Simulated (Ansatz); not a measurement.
## Response to strain in hypothetical rock salt SnC

Start from SnC in the rock salt structure (space group Fm-3m, No. 225; a = 4.745 Å; a hypothetical phase, not in the database extracts checked; relaxed with 0.1 eV smearing).

Strains are applied to the cell and any free atomic positions relax.

Method: DFT with PBEsol, PAW potentials and a 420 eV plane-wave cutoff in Ansatz (a quantum-chemistry and plane-wave program), spin-orbit coupling left out.

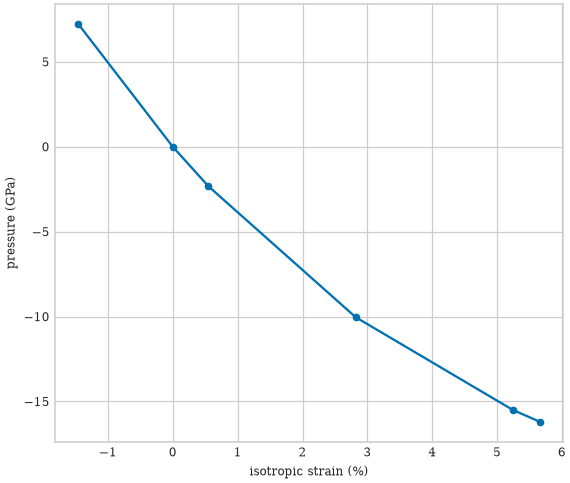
*Pressure against isotropic strain*

**Question.** From the plot, what is the pressure for isotropic strain +2.82 %?

**Answer.** About -10 GPa.

**Question.** Is the trend monotonic over the range shown?

**Answer.** Yes, it falls throughout, spanning -16.2 GPa to 7.2 GPa.

Stability against distortions was not tested. All final runs are without spin polarisation.
